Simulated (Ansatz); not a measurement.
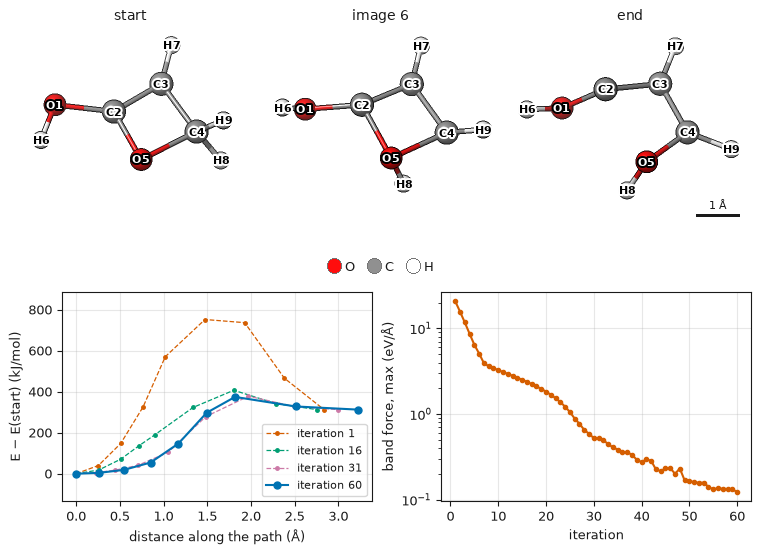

NEB run on C3H4O2. Images are numbered from 0 (start) to 8 (end). The plot follows the band through its iterations. The picture is a ball-and-stick view, seen at a tilt.

Computed with Ansatz 0.2.0, UKS PBE0-D4/STO-3G. Set-up: 7 movable images; climbing image; force threshold 0.03 eV/Å; iteration limit 60; optimiser FIRE; largest step 0.02 Å; starting path through a guess of the saddle point.

### Judge this run.

The result isn't final. The band hadn't converged when the run stopped after 60 iterations. The largest component of the band force went from 21 to 0.12 eV/Å. The barrier read from it is provisional, though the highest image hardly moved in the last two iterations. The step length is far from the usual. The first iteration put the highest image at 752.0 kJ/mol. The highest point, image 6, lies 374.5 kJ/mol above the start and 61.9 kJ/mol above the end; the end is at +312.6 kJ/mol relative to the start.

Limits of the set-up: STO-3G is a minimal basis, so the numbers are rough.
